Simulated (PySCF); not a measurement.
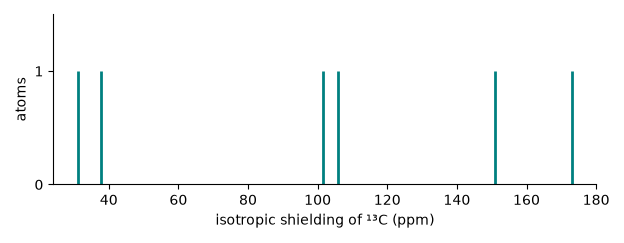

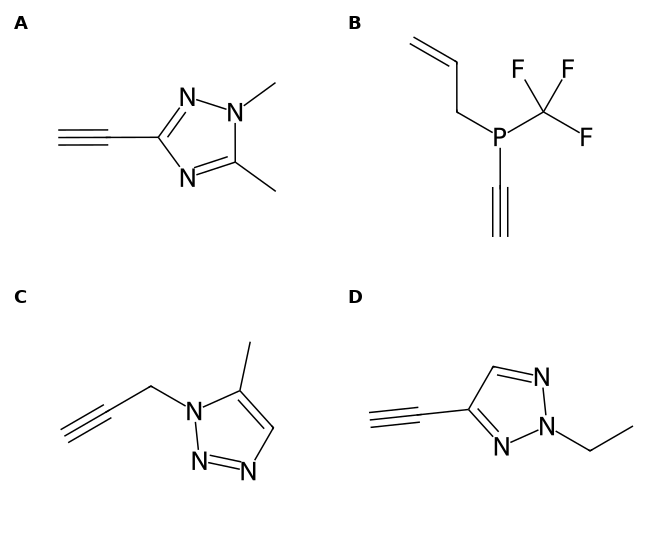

The sticks are computed shieldings of one of the molecules, for one fixed geometry (GFN2-xTB) without averaging over rotations. Low shielding means a high chemical shift. Method: GIAO PBE0/pcSseg-1 NMR shielding, non-relativistic, gas phase (PySCF 2.14.0).

### Which molecule gives this pattern?

A, `C#Cc1nc(C)n(C)n1`. Its 6 C atoms give lines at 31.1, 37.9, 101.5, 105.9, 150.9, 173.0 ppm.

The geometry is semi-empirical. Around P such bond lengths and angles can be off by a tenth of an ångström or more and by several degrees, and values that hang on the shape move with them.
